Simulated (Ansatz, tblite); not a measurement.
# The cluster Sn₂O₄+: rung by rung

How do method and basis change the picture of the cluster Sn₂O₄+ (doublet)?

The runs use Ansatz 0.2.0, Gaussian basis; as each input shows.

Plan: GFN1-xTB, GFN2-xTB, PBE-D4/def2-TZVP, r2SCAN-D4/def2-TZVP, ωB97X-V/def2-TZVP, B3LYP-D4/def2-TZVP, PBE-D4/def2-SVP, PBE0-D4/def2-SVP, CCSD(T)/def2-SVP, MP2/def2-TZVP, RPA/def2-TZVP.

4 further runs of the same task are left out: 4 set aside as unsound or not needed. Runs told in other sessions of the task aren't counted.

### 1 The structure

The doublet was relaxed beforehand with PBE-D4/def2-SVP. At that level it is the lowest of the isomers that a small search found.

6 atoms, charge 1, spin multiplicity 2.

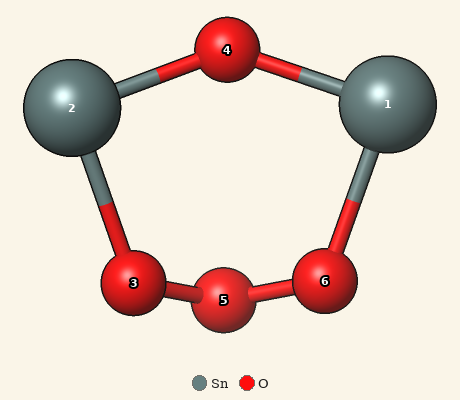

The structure; tin teal, oxygen red; atoms are numbered from 1 in the order of the file.

Sn takes a core potential in the def2 sets. No spin-orbit coupling is included. The ion is computed in the gas phase, without counter-ions or solvent.

PBE0-D4/def2-TZVP was run before; its log isn't repeated, and its numbers join the tables.

### 2 GFN1-xTB

Tight binding, by tblite at 300 K electronic temperature and without a spin-polarisation term:

```python
tblite.interface.Calculator('GFN1-xTB', numbers, positions, charge=1, uhf=1).singlepoint()
```

Energy -631.0213 eV; 0.004 s.

### 3 GFN2-xTB

Tight binding, by tblite at 300 K electronic temperature and without a spin-polarisation term:

```python
tblite.interface.Calculator('GFN2-xTB', numbers, positions, charge=1, uhf=1).singlepoint()
```

Energy -543.3624 eV; 0.004 s.

### 4 PBE-D4/def2-TZVP

start.molden holds the orbitals of an earlier run on this state, given as this run's starting guess.

File in.yaml:

```yaml
crystal:
  periodic: [false, false, false]
  atoms:
    - {symbol: Sn, position_ang: [1.857708, 0.445751, 0.951357]}
    - {symbol: Sn, position_ang: [-0.576879, 0.842495, -1.874398]}
    - {symbol: O, position_ang: [-1.553865, -0.279131, -0.208632]}
    - {symbol: O, position_ang: [1.181983, 0.639434, -0.928753]}
    - {symbol: O, position_ang: [-0.831464, -1.125343, 0.557597]}
    - {symbol: O, position_ang: [-0.077473, -0.523215, 1.502819]}
basis:
  gaussian: {orbitals: def2-TZVP, initial_orbitals: start.molden}
total_charge: 1
magnetization: {spin_polarized: true, initial_magnetization: 1}
hamiltonian: {xc: pbe, dispersion: d4}
scf: {omitted_lower_state_checks: [starts]}
output: {forces: true, orbitals: {seedname: orbitals}}
```

Started as:

```console
ansatz run in.yaml --threads 4 --pin off --events-out ev --progress --plain --max-ram 4787MiB
```

The program printed:

```text
Functional definition: PBE
  name "PBE"
  cite "Perdew, Burke & Ernzerhof, Phys. Rev. Lett. 77, 3865 (1996) doi:10.1103/PhysRevLett.77.3865"
  parent pbe
  parameter kappa = 0.804
  parameter beta = 0.06672455060314922
  exchange = pbe_x(kappa = kappa, mu = beta*pi^2/3)
  correlation = pbe_c(beta = beta)
these checks for a lower state are left out or cut short: starts
1380 factors; their error is unknown
mean field evaluation 1: about -19837.4293 eV, gradient 8.2e0 eV
mean field evaluation 2: about -19837.6591 eV, gradient 3.1e-1 eV
mean field evaluation 4: about -19837.6505 eV, gradient 1.8e-1 eV
mean field evaluation 8: about -19837.6506 eV, gradient 2.0e-5 eV
mean field -19837.65055170 eV, -729.0202113325 hartree, gradient 2.0e-5 eV, S^2 0.752688; 0 other end points of the search recorded, 0 dependent functions left out
the calculation of the forces begins
reference -19837.65059803 eV, -729.0202130350 hartree; 38, 37 occupied and 186, 187 virtual orbitals, 1380 factors
Total energy: -19837.88812593 eV, -729.0289420243 hartree
Atom 0 at     1.857708     0.445751     0.951357 Å, force    -0.333318    -0.025277    -0.407769 eV/Å
Atom 1 at    -0.576879     0.842495    -1.874398 Å, force     0.343063    -0.134741     0.377424 eV/Å
Atom 2 at    -1.553865    -0.279131    -0.208632 Å, force    -0.099238     0.224238    -0.258652 eV/Å
Atom 3 at     1.181983     0.639434    -0.928753 Å, force    -0.167769     0.036271     0.149318 eV/Å
Atom 4 at    -0.831464    -1.125343     0.557597 Å, force    -0.011745    -0.265720    -0.028858 eV/Å
Atom 5 at    -0.077473    -0.523215     1.502819 Å, force     0.269006     0.165229     0.168537 eV/Å
Dipole moment:     0.311996     0.329781    -0.222850 e Å
Checks for a lower state left out: starts
```

Wall time 2.3 s (4 threads of INTEL XEON PLATINUM 8581C at 2.30GHz, shared host).

HOMO -10.76 eV, LUMO -9.69 eV (over both spins); ⟨S²⟩ 0.753 (pure: 0.75).

### 5 r2SCAN-D4/def2-TZVP

in.yaml, as its differences from that of step 4:

```diff
@@ -13,4 +13,4 @@
 magnetization: {spin_polarized: true, initial_magnetization: 1}
-hamiltonian: {xc: pbe, dispersion: d4}
+hamiltonian: {xc: r2scan, dispersion: d4}
 scf: {omitted_lower_state_checks: [starts]}
-output: {forces: true, orbitals: {seedname: orbitals}}
+output: {orbitals: {seedname: orbitals}}
```

Same command.

The program printed:

```text
Functional definition: r2SCAN
  name "r2SCAN"
  cite "Furness, Kaplan, Ning, Perdew & Sun, J. Phys. Chem. Lett. 11, 8208 (2020) doi:10.1021/acs.jpclett.0c02405"
  cite "Furness, Kaplan, Ning, Perdew & Sun, J. Phys. Chem. Lett. 11, 9248 (2020) doi:10.1021/acs.jpclett.0c03077"
  parent r2scan
  parameter k0 = 0.174
  parameter k1 = 0.065
  parameter a1 = 4.9479
  exchange = r2scan_x(k0 = k0, k1 = k1, a1 = a1)
  correlation = r2scan_c
these checks for a lower state are left out or cut short: starts
1380 factors; their error is unknown
mean field evaluation 1: about -19845.6724 eV, gradient 5.1e0 eV
mean field evaluation 2: about -19845.7557 eV, gradient 1.3e-1 eV
mean field evaluation 4: about -19845.7467 eV, gradient 1.2e-3 eV
mean field -19845.74670029 eV, -729.3177393055 hartree, gradient 2.1e-5 eV, S^2 0.755669; 0 other end points of the search recorded, 0 dependent functions left out
reference -19845.74671675 eV, -729.3177399104 hartree; 38, 37 occupied and 186, 187 virtual orbitals, 1380 factors
Total energy: -19845.79704013 eV, -729.3195892604 hartree
Checks for a lower state left out: starts
```

Wall time 3.8 s (4 threads of INTEL XEON PLATINUM 8581C at 2.30GHz, shared host).

HOMO -11.26 eV, LUMO -9.62 eV (over both spins); ⟨S²⟩ 0.756 (pure: 0.75).

### 6 ωB97X-V/def2-TZVP

in.yaml, as its differences from that of step 5:

```diff
@@ -13,3 +13,3 @@
 magnetization: {spin_polarized: true, initial_magnetization: 1}
-hamiltonian: {xc: r2scan, dispersion: d4}
+hamiltonian: {xc: {name: wB97X-V}}
 scf: {omitted_lower_state_checks: [starts]}
```

Launched as before.

The program printed, cut to the lines that bear on the results:

```text
Functional definition: wB97X-V
  name "wB97X-V"
  cite "Mardirossian & Head-Gordon, Phys. Chem. Chem. Phys. 16, 9904 (2014) doi:10.1039/C3CP54374A"
  cite "Becke, J. Chem. Phys. 107, 8554 (1997) doi:10.1063/1.475007"
  cite "Vydrov & Van Voorhis, J. Chem. Phys. 133, 244103 (2010) doi:10.1063/1.3521275"
[...]
      + integral(e_c_pw_opposite_spin*poly(b97_u_opposite, cos0, cos1)) + vv10(b, c)
[...]
1468 factors; their error is unknown
282 factors; integrals over basis functions are off by at most 1.8e-5 eV
[...]
mean field -19840.80900240 eV, -729.1362822547 hartree, gradient 2.7e-5 eV, S^2 0.755628; 0 other end points of the search recorded, 0 dependent functions left out
reference -19840.80900025 eV, -729.1362821759 hartree; 38, 37 occupied and 186, 187 virtual orbitals, 1468 factors
Total energy: -19840.80900025 eV, -729.1362821759 hartree
Checks for a lower state left out: starts
```

Wall time 8 s (4 threads of INTEL XEON PLATINUM 8581C at 2.30GHz, shared host); peak memory 1.2 GiB.

From the report: HOMO -14.76 eV, LUMO -6.51 eV (over both spins); ⟨S²⟩ 0.756 (pure: 0.75).

### 7 B3LYP-D4/def2-TZVP

in.yaml, as its differences from that of step 6:

```diff
@@ -13,3 +13,3 @@
 magnetization: {spin_polarized: true, initial_magnetization: 1}
-hamiltonian: {xc: {name: wB97X-V}}
+hamiltonian: {xc: {name: B3LYP}, dispersion: d4}
 scf: {omitted_lower_state_checks: [starts]}
```

Launched as before.

The program printed, cut to the lines that bear on the results:

```text
Functional definition: B3LYP
  name "B3LYP"
  cite "Stephens, Devlin, Chabalowski & Frisch, J. Phys. Chem. 98, 11623 (1994) doi:10.1021/j100096a001"
  cite "Becke, Phys. Rev. A 38, 3098 (1988) doi:10.1103/PhysRevA.38.3098"
  cite "Lee, Yang & Parr, Phys. Rev. B 37, 785 (1988) doi:10.1103/PhysRevB.37.785"
  cite "Vosko, Wilk & Nusair, Can. J. Phys. 58, 1200 (1980) doi:10.1139/p80-159"
[...]
1468 factors; their error is unknown
[...]
mean field -19848.92219943 eV, -729.4344367465 hartree, gradient 1.6e-5 eV, S^2 0.756285; 0 other end points of the search recorded, 0 dependent functions left out
reference -19848.92245440 eV, -729.4344461165 hartree; 38, 37 occupied and 186, 187 virtual orbitals, 1468 factors
Total energy: -19849.31645321 eV, -729.4489253055 hartree
Checks for a lower state left out: starts
```

It took 3.9 s on 4 threads of INTEL XEON PLATINUM 8581C at 2.30GHz, shared host; peak memory 0.9 GiB.

HOMO -12.27 eV, LUMO -8.98 eV (over both spins); ⟨S²⟩ 0.756 (pure: 0.75).

### 8 PBE-D4/def2-SVP

in.yaml, as its differences from that of step 7:

```diff
@@ -10,6 +10,6 @@
 basis:
-  gaussian: {orbitals: def2-TZVP, initial_orbitals: start.molden}
+  gaussian: {orbitals: def2-SVP, initial_orbitals: start.molden}
 total_charge: 1
 magnetization: {spin_polarized: true, initial_magnetization: 1}
-hamiltonian: {xc: {name: B3LYP}, dispersion: d4}
+hamiltonian: {xc: pbe, dispersion: d4}
 scf: {omitted_lower_state_checks: [starts]}
```

Launched as before.

The program printed:

```text
Functional definition: PBE
  name "PBE"
  cite "Perdew, Burke & Ernzerhof, Phys. Rev. Lett. 77, 3865 (1996) doi:10.1103/PhysRevLett.77.3865"
  parent pbe
  parameter kappa = 0.804
  parameter beta = 0.06672455060314922
  exchange = pbe_x(kappa = kappa, mu = beta*pi^2/3)
  correlation = pbe_c(beta = beta)
these checks for a lower state are left out or cut short: starts
1154 factors; their error is unknown
mean field evaluation 1: about -19826.5748 eV, gradient 2.4e1 eV
mean field evaluation 2: about -19827.1295 eV, gradient 8.5e-1 eV
mean field evaluation 4: about -19827.1212 eV, gradient 5.6e-2 eV
mean field -19827.12121903 eV, -728.6332654940 hartree, gradient 8.3e-5 eV, S^2 0.752513; 0 other end points of the search recorded, 0 dependent functions left out
reference -19827.12125589 eV, -728.6332668483 hartree; 38, 37 occupied and 70, 71 virtual orbitals, 1154 factors
Total energy: -19827.35878378 eV, -728.6419958376 hartree
Checks for a lower state left out: starts
```

It took 0.9 s on 4 threads of INTEL XEON PLATINUM 8581C at 2.30GHz, shared host.

HOMO -10.70 eV, LUMO -9.65 eV (over both spins); ⟨S²⟩ 0.753 (pure: 0.75).

### 9 PBE0-D4/def2-SVP

in.yaml, as its differences from that of step 8:

```diff
@@ -13,3 +13,3 @@
 magnetization: {spin_polarized: true, initial_magnetization: 1}
-hamiltonian: {xc: pbe, dispersion: d4}
+hamiltonian: {xc: pbe0, dispersion: d4}
 scf: {omitted_lower_state_checks: [starts]}
```

Same command.

The program printed:

```text
Functional definition: PBE0
  name "PBE0"
  cite "Adamo & Barone, J. Chem. Phys. 110, 6158 (1999) doi:10.1063/1.478522"
  cite "Perdew, Burke & Ernzerhof, Phys. Rev. Lett. 77, 3865 (1996) doi:10.1103/PhysRevLett.77.3865"
  parent pbe
  parameter a = 0.25
  parameter kappa = 0.804
  parameter beta = 0.06672455060314922
  exchange = (1 - a)*pbe_x(kappa = kappa, mu = beta*pi^2/3) + a*exact_x
  correlation = pbe_c(beta = beta)
these checks for a lower state are left out or cut short: starts
1197 factors; integrals over basis functions are off by at most 5.9e-4 eV
mean field evaluation 1: about -19825.5042 eV, gradient 2.3e1 eV
mean field evaluation 2: about -19825.8395 eV, gradient 4.5e-1 eV
mean field evaluation 4: about -19826.0186 eV, gradient 2.3e-3 eV
mean field -19826.01856437 eV, -728.5927436826 hartree, gradient 2.0e-5 eV, S^2 0.756571; 0 other end points of the search recorded, 0 dependent functions left out
reference -19826.01859204 eV, -728.5927446992 hartree; 38, 37 occupied and 70, 71 virtual orbitals, 1197 factors
Total energy: -19826.22160460 eV, -728.6002052735 hartree
Checks for a lower state left out: starts
```

It took 1.4 s on 4 threads of INTEL XEON PLATINUM 8581C at 2.30GHz, shared host.

From the report: HOMO -12.53 eV, LUMO -8.70 eV (over both spins); ⟨S²⟩ 0.757 (pure: 0.75).

### 10 CCSD(T)/def2-SVP

in.yaml, as its differences from that of step 9:

```diff
@@ -13,4 +13,4 @@
 magnetization: {spin_polarized: true, initial_magnetization: 1}
-hamiltonian: {xc: pbe0, dispersion: d4}
-scf: {omitted_lower_state_checks: [starts]}
+correlation: {method: ccsd_t}
+scf: {omitted_lower_state_checks: [starts, cluster_reference]}
 output: {orbitals: {seedname: orbitals}}
```

The command is unchanged.

The program printed, cut to the lines that bear on the results:

```text
Functional definition: HF
  name "HF"
  cite "Fock, Z. Phys. 61, 126 (1930) doi:10.1007/BF01340294"
  parent pbe
[...]
1197 factors; integrals over basis functions are off by at most 5.9e-4 eV
[...]
mean field -19742.38229082 eV, -725.5191673204 hartree, gradient 8.4e-6 eV, S^2 0.775095; 0 other end points of the search recorded, 0 dependent functions left out
12 core orbitals not correlated: weight in the atoms' cores, before any rotation towards them, 1.000 or more for the frozen orbitals, at most 0.000 for the correlated occupied ones
reference -19742.38229082 eV, -725.5191673204 hartree; 26, 25 occupied and 70, 71 virtual orbitals, 1197 factors
second order -24.40213442 eV of doubles, -0.00000000 eV of singles
cycle   1  -23.72906005 eV  change    6.7e-1 eV  update   2.0e-1
[...]
cycle  13  -25.20347911 eV  change   -5.6e-6 eV  update   2.6e-5
perturbative correction -1.00608368 eV, -0.0369728933 hartree
Total energy: -19768.59185361 eV, -726.4823509875 hartree
Checks for a lower state left out: starts, cluster_reference
```

It took 27 s on 4 threads of INTEL XEON PLATINUM 8581C at 2.30GHz, shared host; peak memory 1.6 GiB.

Hartree-Fock HOMO -14.87 eV, LUMO -4.46 eV (over both spins); ⟨S²⟩ 0.775 (pure: 0.75); T1 0.029.

### 11 MP2/def2-TZVP

in.yaml, as its differences from that of step 10:

```diff
@@ -10,7 +10,7 @@
 basis:
-  gaussian: {orbitals: def2-SVP, initial_orbitals: start.molden}
+  gaussian: {orbitals: def2-TZVP, initial_orbitals: start.molden}
 total_charge: 1
 magnetization: {spin_polarized: true, initial_magnetization: 1}
-correlation: {method: ccsd_t}
-scf: {omitted_lower_state_checks: [starts, cluster_reference]}
+correlation: {method: mp2}
+scf: {omitted_lower_state_checks: [starts]}
 output: {orbitals: {seedname: orbitals}}
```

The command is unchanged.

The program printed:

```text
Functional definition: HF
  name "HF"
  cite "Fock, Z. Phys. 61, 126 (1930) doi:10.1007/BF01340294"
  parent pbe
  exchange = exact_x
  correlation = 0
these checks for a lower state are left out or cut short: starts
1786 factors; integrals over basis functions are off by at most 7.6e-4 eV
mean field evaluation 1: about -19751.4928 eV, gradient 2.2e1 eV
mean field evaluation 2: about -19753.1953 eV, gradient 1.8e0 eV
mean field evaluation 4: about -19753.3005 eV, gradient 6.3e-3 eV
mean field evaluation 8: about -19753.3179 eV, gradient 2.2e-6 eV
mean field -19753.31794658 eV, -725.9210452571 hartree, gradient 3.0e-6 eV, S^2 0.778484; 0 other end points of the search recorded, 0 dependent functions left out
12 core orbitals not correlated: weight in the atoms' cores, before any rotation towards them, 1.000 or more for the frozen orbitals, at most 0.000 for the correlated occupied ones
reference -19753.31794658 eV, -725.9210452571 hartree; 26, 25 occupied and 186, 187 virtual orbitals, 1786 factors
second order -41.29109106 eV of doubles, -0.00000000 eV of singles
Total energy: -19794.60903765 eV, -727.4384648656 hartree
Checks for a lower state left out: starts
```

It took 5.5 s on 4 threads of INTEL XEON PLATINUM 8581C at 2.30GHz, shared host; peak memory 0.81 GiB.

Report: Hartree-Fock HOMO -14.88 eV, LUMO -4.42 eV (over both spins); ⟨S²⟩ 0.778 (pure: 0.75).

### 12 RPA/def2-TZVP

in.yaml, as its differences from that of step 11:

```diff
@@ -13,4 +13,4 @@
 magnetization: {spin_polarized: true, initial_magnetization: 1}
-correlation: {method: mp2}
+hamiltonian: {xc: pbe}
+correlation: {method: rpa}
 scf: {omitted_lower_state_checks: [starts]}
-output: {orbitals: {seedname: orbitals}}
```

Launched as before.

The program printed, cut to the lines that bear on the results:

```text
Functional definition: PBE
  name "PBE"
  cite "Perdew, Burke & Ernzerhof, Phys. Rev. Lett. 77, 3865 (1996) doi:10.1103/PhysRevLett.77.3865"
  parent pbe
[...]
1786 factors; integrals over basis functions are off by at most 7.6e-4 eV
[...]
mean field -19837.65049534 eV, -729.0202092611 hartree, gradient 2.5e-6 eV, S^2 0.752688; 0 other end points of the search recorded, 0 dependent functions left out
12 core orbitals not correlated: weight in the atoms' cores, before any rotation towards them, 1.000 or more for the frozen orbitals, at most 0.000 for the correlated occupied ones
reference -19749.91910132 eV, -725.7961399976 hartree; 26, 25 occupied and 186, 187 virtual orbitals, 1786 factors
Total energy: -19810.37150480 eV, -728.0177248492 hartree
Checks for a lower state left out: starts
```

It took 6 s on 4 threads of INTEL XEON PLATINUM 8581C at 2.30GHz, shared host; peak memory 0.81 GiB.

⟨S²⟩ 0.753 (pure: 0.75).

### 13 Comparison

| level | functions | HOMO (eV) | LUMO (eV) | gap (eV) | ⟨S²⟩ | time |
| --- | --- | --- | --- | --- | --- | --- |
| PBE-D4/def2-SVP | 108 | -10.70 | -9.65 | 1.04 | 0.753 | 0.9 s |
| PBE-D4/def2-TZVP | 224 | -10.76 | -9.69 | 1.07 | 0.753 | 2.3 s |
| r2SCAN-D4/def2-TZVP | 224 | -11.26 | -9.62 | 1.65 | 0.756 | 3.8 s |
| B3LYP-D4/def2-TZVP | 224 | -12.27 | -8.98 | 3.29 | 0.756 | 3.9 s |
| PBE0-D4/def2-SVP | 108 | -12.53 | -8.70 | 3.83 | 0.757 | 1.4 s |
| PBE0-D4/def2-TZVP | 224 | -12.55 | -8.68 | 3.87 | 0.757 | 4.8 s |
| ωB97X-V/def2-TZVP | 224 | -14.76 | -6.51 | 8.25 | 0.756 | 8 s |

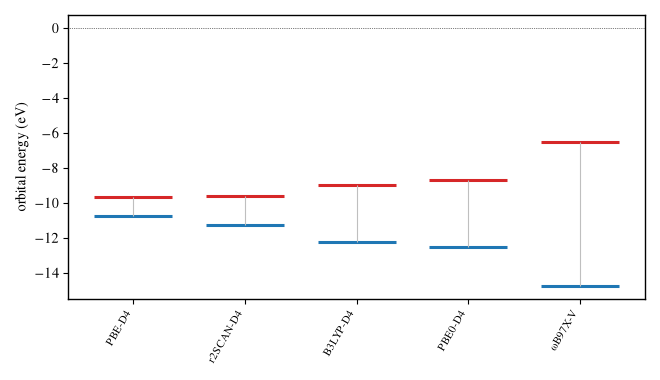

Highest filled (blue) and lowest empty (red) level in def2-TZVP, over both spins.

Energy pieces by basis (eV):

| basis | HF | MP2 correlation | CCSD correlation | (T) | total |
| --- | --- | --- | --- | --- | --- |
| def2-SVP | -19742.3823 | -24.4021 | -25.2035 | -1.0061 | -19768.5919 |
| def2-TZVP | -19753.3179 | -41.2911 |  |  | -19794.6090 (MP2) |

The correlation energy is far from converged in these sets, so it jumps between bases; where outer-core shells are correlated, the sets cover them unevenly.

### 14 Summary of results

| quantity | value |
| --- | --- |
| gap in def2-TZVP, named functionals, smallest and largest | 1.07 eV (PBE-D4), 8.25 eV (ωB97X-V) |
| correlation energy, CCSD(T)/def2-SVP | -26.21 eV |
| correlation energy, MP2/def2-TZVP | -41.29 eV |
| ⟨S²⟩ in def2-TZVP, named functionals, smallest and largest | 0.753, 0.757 |
| PBE0 total energy, smallest basis above largest | 10.55 eV (def2-SVP, def2-TZVP) |

**Reading.** Orbital gaps of the named functionals in def2-TZVP span 1.07 eV (PBE-D4) to 8.25 eV (ωB97X-V); exact exchange widens it. Over the named functionals in def2-TZVP spin contamination reaches 0.01 (PBE0-D4), which is small.

The slowest run with a step of its own, CCSD(T)/def2-SVP, took 27 s; the quickest functional in def2-TZVP took 2.3 s (shared host).
